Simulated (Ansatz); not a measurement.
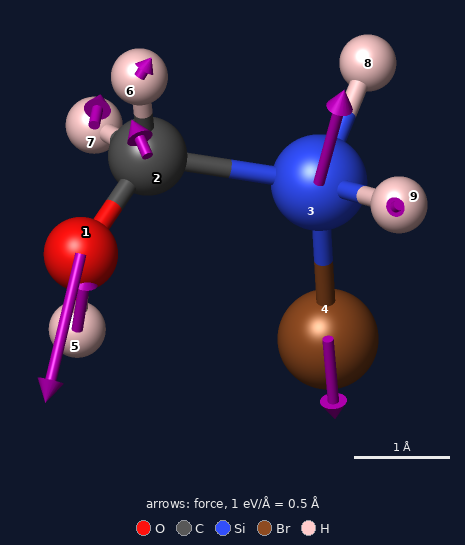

Starting geometry of CH$_{5}$BrOSi (coarse preliminary run) with the computed forces as purple arrows. Style: ball-and-stick. Shown at a tilt.

The start comes from a force field.

Theory: RKS PBE-D4/def2-SVP (Ansatz). Set-up: force threshold 0.03 eV/Å; at most 200 steps.

**Is this structure relaxed? If not, where do the atoms go?**

It isn't relaxed: the largest force vector, on O1, is 3.23 eV/Å. The final displacements follow the starting forces only in part (cosine between the two patterns 0.32). The largest move after the best rigid fit is that of H5, 0.27 Å. By element the largest moves are H 0.27 Å, Br 0.17 Å, O 0.11 Å, C 0.09 Å, Si 0.09 Å. Among the contacts that change: Si3–Br4 2.130 → 2.262 Å, O1–C2 1.372 → 1.418 Å, O1–H5 1.016 → 0.979 Å, Si3–H9 1.530 → 1.500 Å. Among the angles between lasting bonds that change: O1–C2–Si3 118.5° → 110.9°, O1–C2–H7 107.1° → 113.4°, C2–Si3–H8 107.8° → 114.0°. The energy falls by 0.325 eV in 5 geometry steps. Largest force component: 2.7 eV/Å at the start, 0.023 eV/Å at the end. Cost: 7.5 s on 4 threads of Arm Neoverse V1, with other jobs on the host.
